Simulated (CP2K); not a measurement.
Consider vinylpyrazine at its PBE geometry (Å).

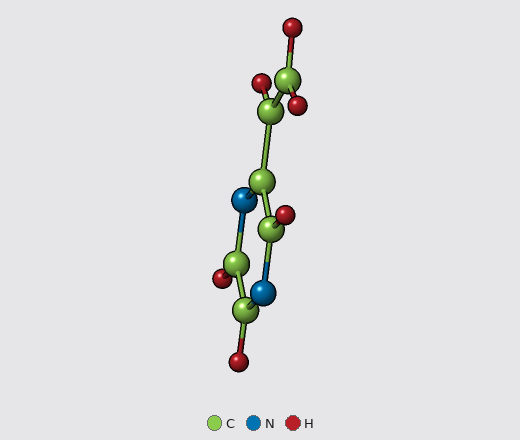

The molecule (carbon green, nitrogen blue, hydrogen red).

```xyz
14

C    -2.6752   -0.3067   -0.2087
C    -1.6514    0.1343    0.5407
C    -0.2182    0.0907    0.2195
C     0.3144   -0.4473   -0.9725
N     1.6259   -0.4768   -1.2401
C     2.4286    0.0457   -0.2940
C     1.9194    0.5819    0.8911
N     0.6073    0.6114    1.1592
H    -2.5442   -0.7682   -1.1876
H    -3.6986   -0.2148    0.1533
H    -1.8526    0.5850    1.5153
H    -0.3409   -0.8673   -1.7389
H     3.5027    0.0337   -0.4902
H     2.5830    0.9985    1.6530
```

Method: CP2K XAS_TDP, all-electron GAPW, PBEh(45%), aug-cc-pVDZ, TDA, no relativity.

Where do the C K-edge lines lie, and how strong are they?

Leading lines: C1 280.48 eV, C2 280.88 eV, C3 281.74 eV, C4 281.46 eV, C6 281.50 eV and C7 281.63 eV. The leading line of an atom is its first one with 35 % of the strongest within 2.5 eV of its lowest line over the strength cut. 

The first six lines of each atom with a strength over 0.0015:

```tsv
atom	energy (eV)	states	strength, one atom
C1 (bonded to C and 2 H)	280.48	1	0.0485
	284.37	1	0.0059
	284.81	1	0.0194
	285.32	1	0.0035
	285.98	1	0.0065
	286.32	1	0.0021
C2 (bonded to 2 C and H)	280.88	1	0.0415
	283.38	1	0.0039
	284.46	1	0.0126
	284.73	1	0.0112
	285.35	1	0.0030
	286.44	1	0.0042
C3 (bonded to 2 C and N)	281.74	1	0.0474
	285.72	1	0.0126
	287.22	1	0.0020
	287.48	1	0.0015
	288.14	1	0.0043
	288.37	1	0.0022
C4 (bonded to C, N and H)	281.46	1	0.0529
	285.55	1	0.0122
	286.42	1	0.0031
	287.13	1	0.0037
	287.26	1	0.0016
	287.38	1	0.0016
C6 (bonded to C, N and H)	281.50	1	0.0508
	283.28	1	0.0020
	285.33	1	0.0124
	286.25	1	0.0070
	286.43	1	0.0025
	286.97	1	0.0022
C7 (bonded to C, N and H)	281.63	1	0.0523
	283.13	1	0.0021
	285.35	1	0.0127
	286.26	1	0.0061
	286.45	1	0.0030
	286.97	1	0.0028
```

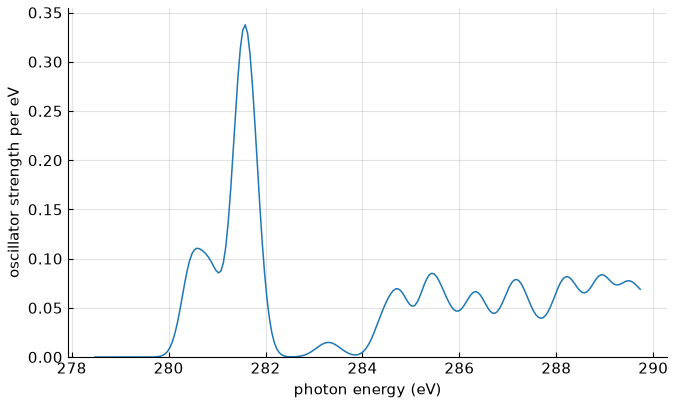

All atoms added, broadened by 0.5 eV.

Lines are vertical, at one geometry, with no vibrational structure. Without a correction of the core level, line positions, and the gaps between valence and Rydberg lines, follow the share of exact exchange. At this level such K lines come out 3 to 6 eV under measured ones. These values hold no scalar relativity, about 0.1 eV for C 1s. Rydberg lines, and the discretised continuum above threshold, depend on the basis and the box.

[Banner, clock and machine lines of the logs are left out without a mark of their own.]

[Logs are printed without paths, hosts, clocks, repeated set-up lines and the standing remarks that a program may print on its own settings, such as how far it seeks lower states.]

[Hosts, paths, dates, database ids (printed as entryN), source tags and the programs' standing remarks are cut or masked in the printed files.]
